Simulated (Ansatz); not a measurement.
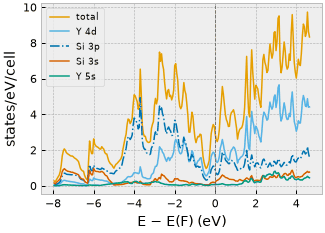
Figure: Total and projected density of states of Y$_{3}$Si$_{5}$ in space group P-62m (No. 189; Y on 3f, Si on 2d, Si on 3g), plane-wave PAW PBE (Ansatz code)

Question: Which orbitals carry the states next to the Fermi level?

Answer: Within 0.5 eV of the Fermi level: Y 4d 51 %, Si 3p 31 %, Si 3s 9 %, outside the projected shells 6 %. Projections are on Löwdin-orthogonalised atomic valence shells; empty p or d shells of many metals are not among them.

Question: Where is the tallest occupied peak in this window, and what makes it?

Answer: Near -2.8 eV, about 7.5 states/eV per cell; the largest projected share is Si 3p.

The start of the workflow was typed in or built on a structure type; neither database checked (COD, Materials Project) lists it. Whether it is the stable phase at ambient conditions was not checked. The PBE relaxation kept the symmetry of its start; whether a distortion lowers the energy is not shown. The run is not spin-polarised. Spin–orbit coupling is left out wherever it is not named.

Potentials: the earlier of the program's two PAW sets.
